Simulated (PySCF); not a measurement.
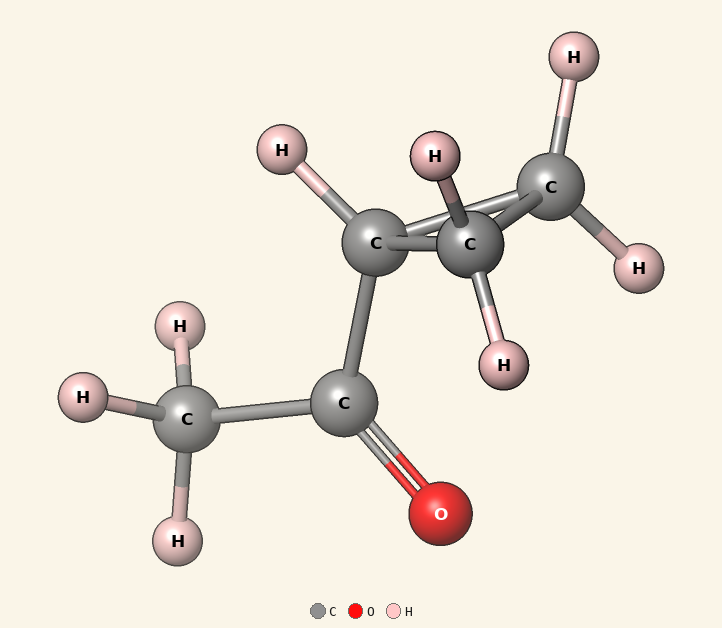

Orthographic view. Distant atoms are faded towards the background colour. The computed structure is the end point of a PBE0-D3(BJ)/def2-SVP optimisation. No frequency run is at hand to confirm it as a minimum.

Write the InChI string.

Answer. InChI=1S/C5H8O/c1-4(6)5-2-3-5/h5H,2-3H2,1H3
